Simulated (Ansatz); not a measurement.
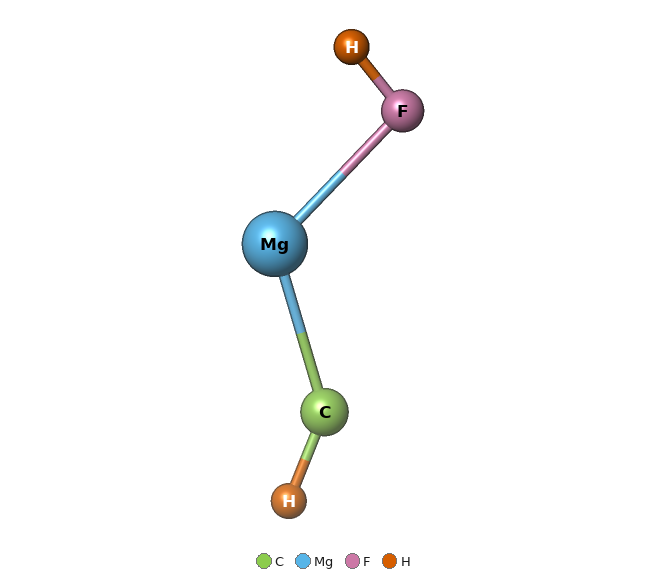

All atoms lie in one plane, which faces the viewer. State: neutral, doublet. The computed structure is the end point of a PBE-D4/def2-SVP optimisation. No frequency run is at hand to confirm it as a minimum.

Q: Which symmetry elements does this geometry have?

A: It has 1 mirror plane, so the point group is Cs. The group has 2 operations. The geometry is achiral, and symmetry allows a dipole moment.
